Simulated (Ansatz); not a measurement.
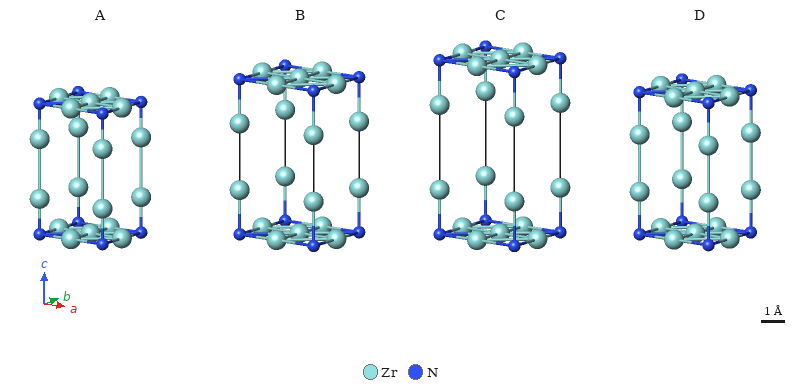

4 geometries from one relaxation of a crystal of Zr5N (a generated structure, set up in P6/mmm) (coarse preliminary run), in shuffled order. The picture is a ball-and-stick view of the cell of the calculation, seen slightly off an axis.

These are results of DFT PBE, scalar-relativistic, plane waves, PAW (Ansatz 0.2.0), not measurements. Set-up: plane-wave cutoff 420 eV; k-point mesh 6 × 6 × 4; occupations gaussian; smearing width 0.1 eV; no spin polarisation; cell and atoms relaxed; force threshold 0.04 eV/Å; at most 70 steps.

### Put them in the order of the run, from the start to the converged end.

A, D, B, C. They are steps 0, 2, 4, 12, at +3004 meV per atom, +473 meV per atom, +122 meV per atom relative to the last. The largest moves relative to the cell, 0.12 Å, are those of Zr atoms. N stays in place. Cell: a = b 4.524 → 5.379 Å (+18.9 %), c 5.812 → 7.738 Å (+33.2 %). Volume +88.2 %. Near-neighbour distances that change, for instance: Zr–Zr 2.657 → 3.772 Å, Zr–Zr 3.155 → 3.967 Å, Zr–Zr 2.758 → 3.341 Å, N–Zr 2.262 → 2.689 Å. Bonds break: Zr–Zr (2.66 → 3.77 Å). The space group stays P6/mmm (No. 191). Over 10 accepted moves (12 points after the start) the energy falls by 3004 meV per atom. The largest force component goes from 25 to 0.0072 eV/Å. The pressure goes from 110.17 to 0.10 GPa. The SCF was repeated twice at an unchanged geometry on a basis and grid sized afresh for the cell, which shifted the energy by 78.8 meV per atom at most. The run took 80 s on 1 thread of Intel(R) Xeon(R) Platinum 8375C CPU @ 2.90GHz (Ice Lake), on a shared host, peak memory 0.54 GiB.
